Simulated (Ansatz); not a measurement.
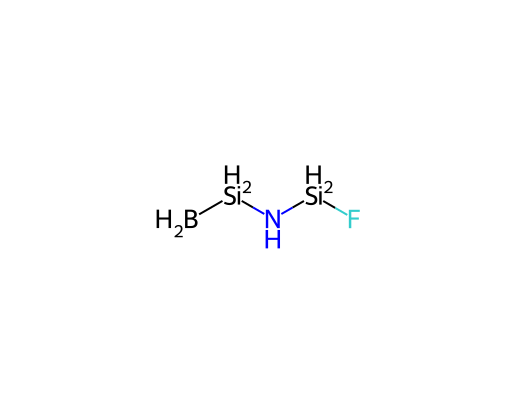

Figure made from data computed with Ansatz.

A structural formula.

Question: Transcribe the drawing into SMILES.

Answer: B[SiH2]N[SiH2]F

Question: Give the formula, hydrogens included.

Answer: BFH7NSi2.

Question: An optimisation with PBE0-D4/def2-TZVP gave a structure of which point group?

Answer: C1. Other conformers may differ.
